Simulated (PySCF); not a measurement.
Input file:

```
{"job": {"kind": "uv", "xc": "B3LYP", "basis": "def2-SVPD", "ip": false, "nstates": 10}, "charge": 0, "multiplicity": 1}
Ta    -0.022213    -0.009435    -0.451887
N      0.063874     0.016941     1.316060
C      0.139948     0.040153     2.730906
H     -0.403196    -0.810017     3.180807
H      1.185971    -0.016184     3.081774
H     -0.296548     0.966073     3.145940
O      1.492386     0.950025    -1.133090
Si     2.902427     1.832912    -1.072348
H      3.080995     2.552305    -2.367022
H      4.059809     0.916300    -0.850224
H      2.838336     2.826508     0.040859
O     -1.658847     0.844266    -0.974074
Si    -3.102637     1.626627    -0.696981
H     -4.145982     1.061109    -1.601241
H     -2.939673     3.083615    -0.977553
H     -3.523697     1.442078     0.724438
O      0.002831    -1.843279    -1.015708
Si     0.029333    -3.493751    -0.797931
H      0.984218    -4.099689    -1.771353
H     -1.336855    -4.047177    -1.033981
H      0.462769    -3.823389     0.593048
```

Launched as:

```sh
OMP_NUM_THREADS=1 python probes_run.py task.json out
```

Geometry: PBE0-D3(BJ)/def2-SVP; core potentials replace the inner electrons of Ta.

The calculation used B3LYP/def2-SVPD, SCF density, gas phase, scalar-relativistic core potentials on the heavy atoms in PySCF 2.14.0.

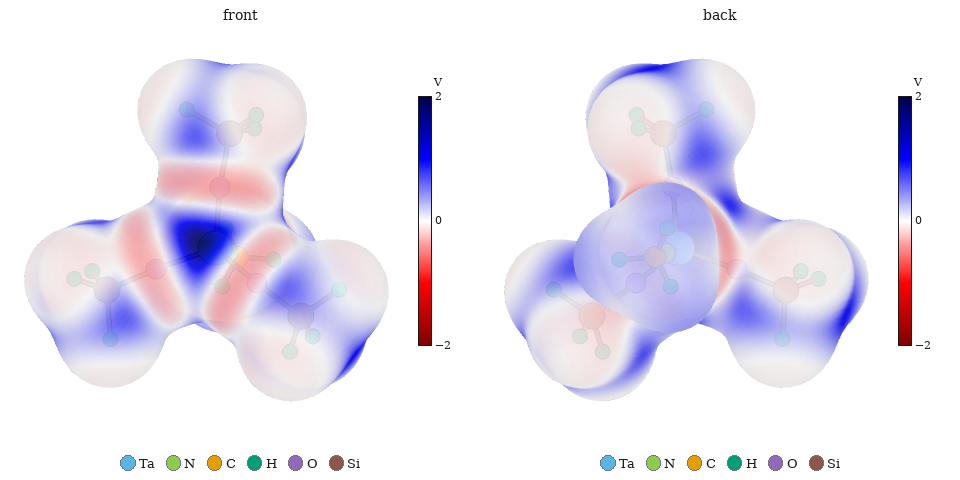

CH₁₂NO₃Si₃Ta (Ta(NMe)(OSiH3)3). The molecular electrostatic potential painted on the density surface at 0.001 e/bohr³, seen from the front and from behind; the colour scale runs from red (negative) to blue (positive).

Describe the electrostatic potential map.

The most negative region (about −0.4 V) lies over the C, N and O atoms, the most positive (about +1.4 V) over Ta1.
